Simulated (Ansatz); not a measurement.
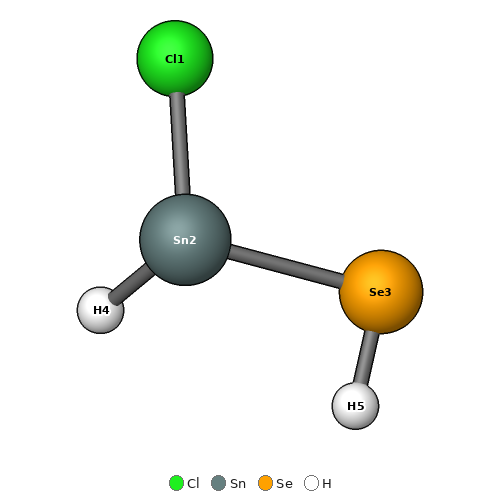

The system is ClH₂SeSn, SMILES [Cl][SnH][SeH], spin multiplicity 2; the picture shows the reference structure. Coordinates scanned: (1) angle Cl1–Sn2–Se3; (2) dihedral Cl1–Sn2–Se3–H5. Nothing is relaxed (all other coordinates rigid). The scan uses a 9 × 9 grid. Energies: kJ/mol, counted from the relaxed molecule at the same level. Energies and slopes of some neighbouring points disagree (a jump in structure or state, or too coarse a mesh). The calculation used UKS B3LYP-D4/def2-SVP in Ansatz.

Its coordinates:

```xyz
5

Cl   -2.4676    1.0003   -0.0531
Sn   -0.6453   -0.4772    0.4310
Se    1.4307    1.0827    0.2846
H    -0.5991   -1.5896   -0.9405
H     2.3312   -0.0899    0.2366
```

Range: angle Cl1–Sn2–Se3 from 58.1 to 148.1°; dihedral Cl1–Sn2–Se3–H5 from −180 to 140°.

### Predict the map.

The lowest grid point is at angle Cl1–Sn2–Se3 = 103.1°, dihedral Cl1–Sn2–Se3–H5 = 20°, −1.5 kJ/mol from the relaxed molecule at the same level. Other grid points that lie below all their neighbours: angle Cl1–Sn2–Se3 = 103.1°, dihedral Cl1–Sn2–Se3–H5 = −180° (2.1 kJ/mol higher). The highest grid point, angle Cl1–Sn2–Se3 = 58.1°, dihedral Cl1–Sn2–Se3–H5 = 20°, lies 332 kJ/mol above the lowest.

| dihedral Cl1–Sn2–Se3–H5 ↓, angle Cl1–Sn2–Se3 → | 58.1 | 69.3 | 80.6 | 91.8 | 103.1 | 114.3 | 125.6 | 136.8 | 148.1 |
| --- | --- | --- | --- | --- | --- | --- | --- | --- | --- |
| 140 | 181 | 90 | 39 | 15 | 7 | 10 | 23 | 43 | 69 |
| 100 | 173 | 111 | 56 | 22 | 8 | 7 | 16 | 33 | 56 |
| 60 | 196 | 116 | 46 | 13 | 1 | 1 | 11 | 29 | 52 |
| 20 | 331 | 137 | 40 | 7 | −1 | 3 | 16 | 37 | 63 |
| −20 | 307 | 124 | 43 | 13 | 5 | 9 | 23 | 45 | 72 |
| −60 | 188 | 104 | 54 | 25 | 13 | 13 | 23 | 42 | 66 |
| −100 | 178 | 123 | 59 | 23 | 10 | 9 | 18 | 35 | 58 |
| −140 | 199 | 103 | 38 | 11 | 2 | 5 | 17 | 36 | 61 |
| −180 | 204 | 79 | 26 | 6 | 1 | 6 | 21 | 43 | 70 |

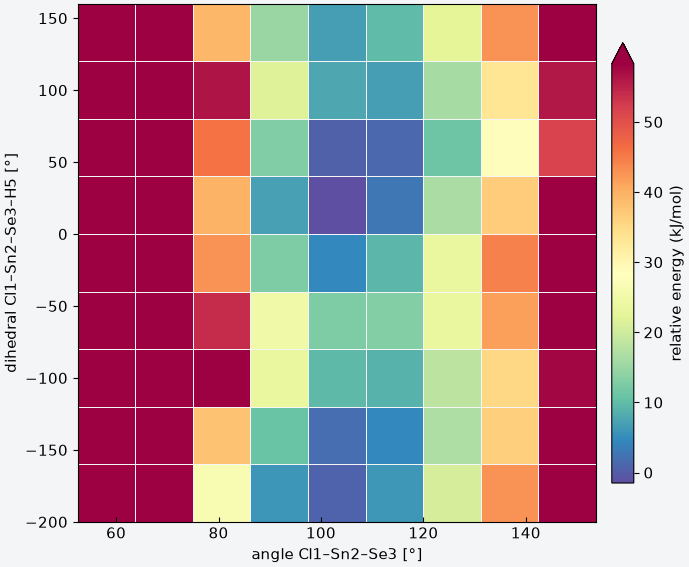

In the figure: one coloured cell a grid point, one colour for all values above the top of the scale.

Each point was launched as `ansatz run input.yaml --threads 1 --pin off --max-ram 2560MiB --backend cpu --events-out ev --progress --plain --runs-dir out`. The whole map (81 points run) took 13 min on 1 thread of Arm Neoverse V2, on a shared host.
